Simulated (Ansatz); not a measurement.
The parent structure is TiSi2 (space group Fddd, No. 70; a = 4.8062 Å, b = 8.2647 Å, c = 8.5654 Å). Axes: x, y, z lie along a, b, c of the conventional cell.

Structures relaxed with PBE (Ansatz, a program for electronic structure, PAW, spin-orbit coupling left out).

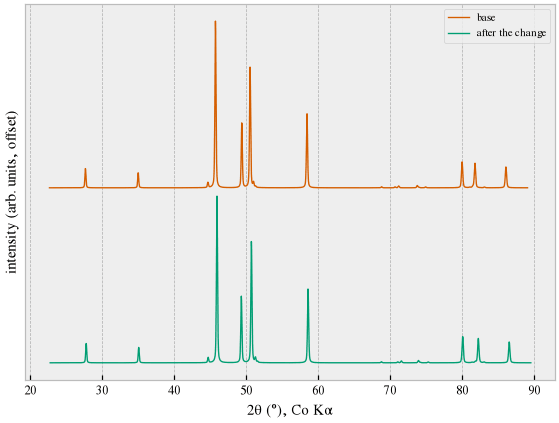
Fig. 1. Simulated powder patterns before (top) and after one change

Question: Which of these changes matches the shifts?
(A) biaxial strain +1.93 %, plane normal [001], relaxed out of plane
(B) biaxial strain −4.33 %, plane normal [001], relaxed out of plane
(C) isotropic strain −5.34 %
(D) biaxial strain −0.48 %, plane normal [001], relaxed out of plane

Answer: D, biaxial strain −0.48 %, plane normal [001], relaxed out of plane. Its volume per atom is 14.06 Å³ against 14.18 Å³, and its space group is Fddd (No. 70).

No phonon test of stability was made. All final runs are without spin polarisation.
